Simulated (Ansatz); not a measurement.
**ClH$_{3}$Si···H$_{2}$Se (SMILES [SiH3]Cl.[SeH2]): density, localisation and related maps**

```xyz
8

Si   -0.0474    0.1537   -1.5524
Cl   -1.0163   -1.5622   -0.9522
H     1.4046   -0.0149   -1.3281
H    -0.5799    1.2958   -0.7780
H    -0.3282    0.3363   -2.9961
Se    0.6300   -0.4646    2.1960
H    -0.8320   -0.3692    2.2411
H     0.7691    0.6251    3.1696
```

Geometry: PBE0-D4/def2-TZVP.

All numbers below come from Ansatz, RKS PBE0-D4/def2-TZVPPD.

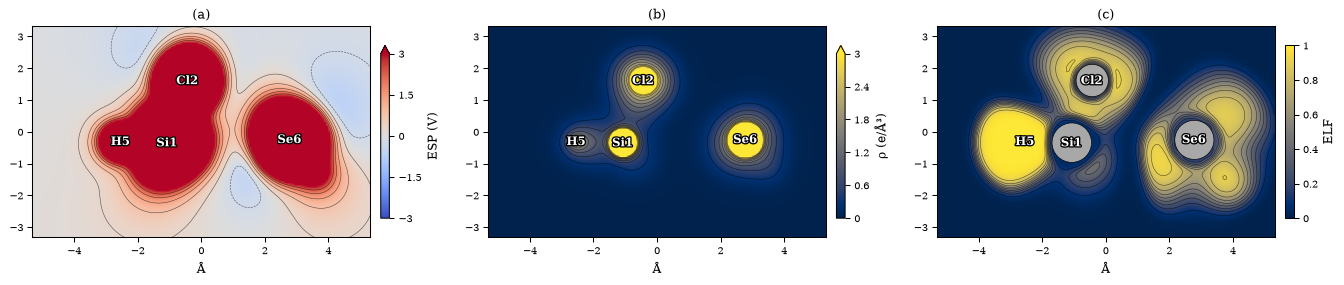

Figure 1. (a) molecular electrostatic potential; (b) total electron density; (c) ELF on the plane of atoms Cl2, Si1 and H5. Grey discs cover the atomic cores in the ELF map.

What does the map show?

Answer. Atoms in the plane: Si, Cl, H and Se. Si1···Se6 (3.86 Å): the density falls to about 0.04 e/Å³ on the way; the ELF dips to about 0 between them; a weak contact between the two molecules. Si–Cl (2.06 Å): ρ at the midpoint is about 0.89 e/Å³; the ELF peaks at about 0.85 between the atoms, as expected for a polar covalent bond. Si–H (1.48 Å): ρ is about 0.83 e/Å³ halfway; the ELF climbs to about 1 towards the hydrogen, as it does in any bond to H. The ELF also peaks beside Se6 and Cl2, away from the bonds: lone-pair regions. Outside the dense part of the complex the potential is most negative (−0.6 V) near Se6.

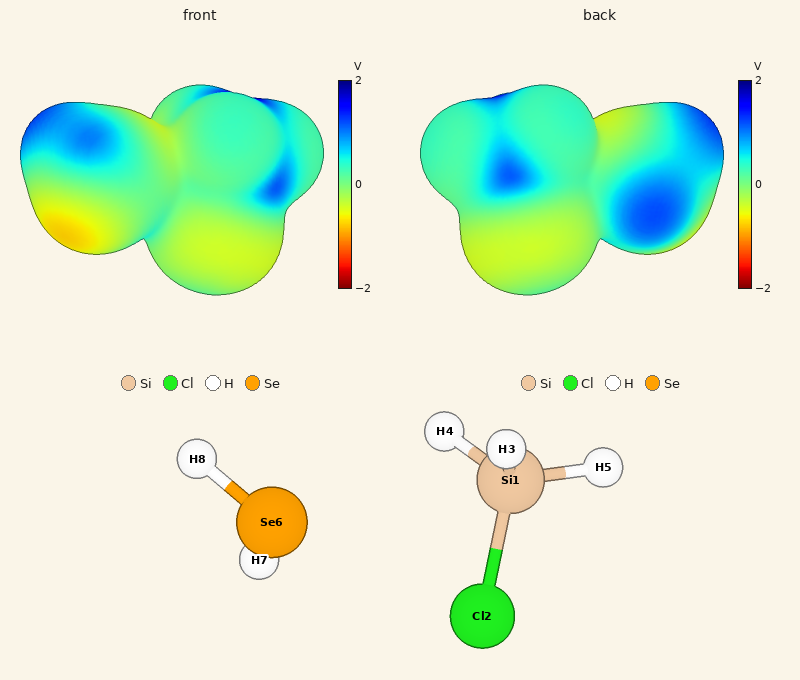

Figure 2. The electrostatic potential painted on the density surface at 0.002 e/bohr³, seen from the front and from behind; the colour scale runs from red (negative) to blue (positive). The bare structure is drawn below in the same view.

Where is the surface potential most negative and most positive?

Answer. The most negative region (about −0.7 V) lies over Se6, the most positive (about +1.6 V) over Si1.

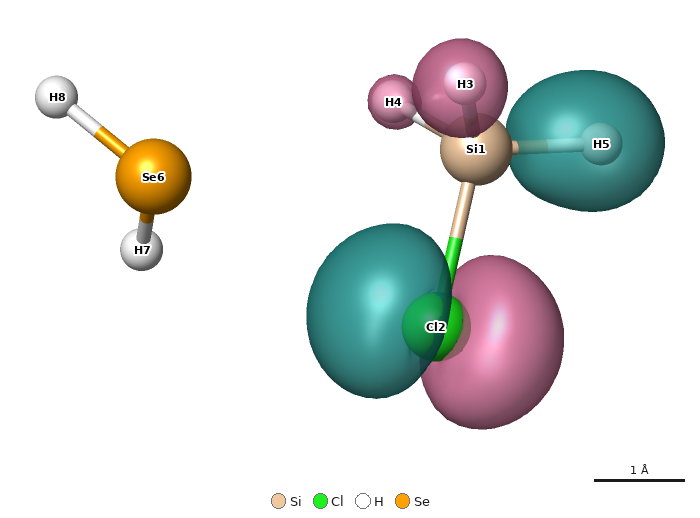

Figure 3. The HOMO−1 at ±0.15 Å⁻³ᐟ² (teal and pink are the two phases), seen at a tilt.

Describe this orbital and give its energy.

Answer. By Hirshfeld shares it lies mainly on Cl2 (about 60 %), Si1 (about 15 %) and H5 (about 15 %). Its energy is −9.00 eV.
